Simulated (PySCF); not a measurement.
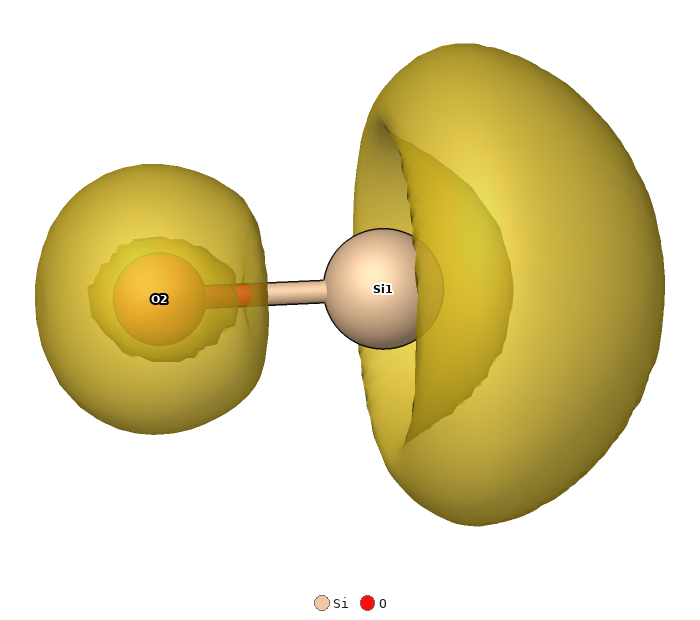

*SiO (charge +1, doublet). Isosurface of the electron localisation function at 0.75 (yellow), seen from one side. Core shells and regions of very low density are left out.*

The calculation used PySCF, PBE0/def2-TZVP, non-relativistic Hamiltonian with scalar-relativistic core potentials where named, at a bond length of 1.521 Å.

```yaml
atoms:
  - { symbol: Si, position_ang: [0.0000, 0.0000, -0.5533] }
  - { symbol: O, position_ang: [0.0000, 0.0000, 0.9677] }
```

### Describe the localisation domains.

The ELF exceeds this value in one lobe on Si, pointing away from the bonds (non-bonding electrons) and one region wrapped around O (its lone pairs, merged into a ring or cap). Profiles from the grid: Si–O (1.52 Å): the ELF peaks at about 0.80 in the valence shell of O, 0.6 Å from its nucleus, and is about 0.40 at the midpoint.
